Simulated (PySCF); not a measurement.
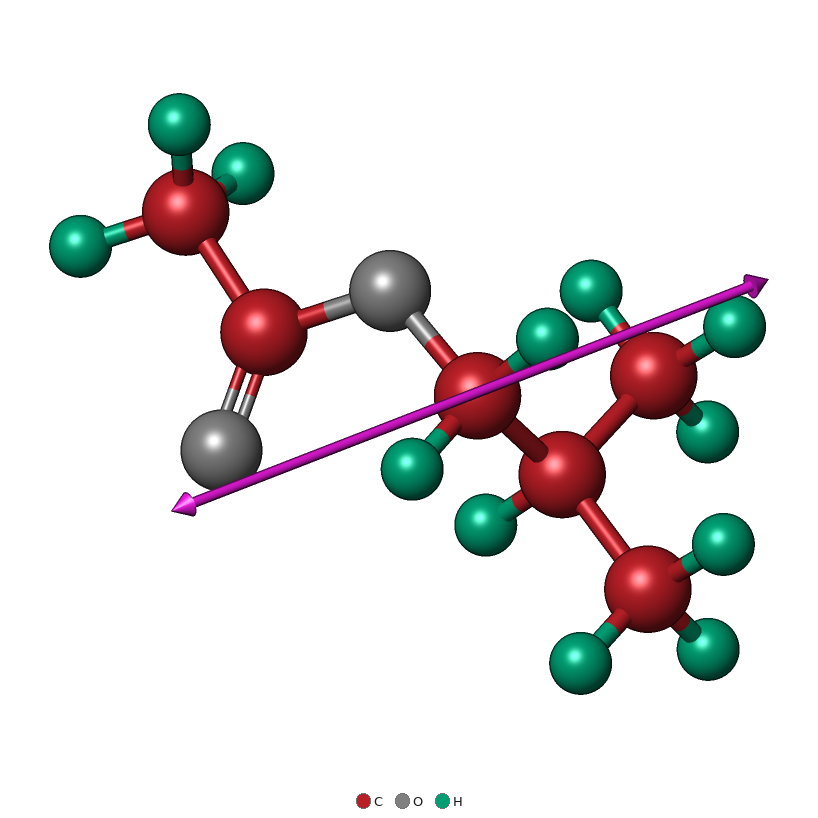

The double arrow shows the direction of the transition dipole to excited singlet state 9 (its length means nothing). The computed structure is the end point of a PBE0-D3(BJ)/def2-SVP optimisation. No frequency run is at hand to confirm it as a minimum. Method: TDDFT CAM-B3LYP/def2-SVPD, vertical, gas phase, core orbitals frozen in the response (PySCF 2.14.0).

### Give its energy, strength and character.

9.13 eV (136 nm), oscillator strength 0.046, of mixed character, with the largest part HOMO−2 → LUMO (weight 0.33); transition dipole 1.15 D.
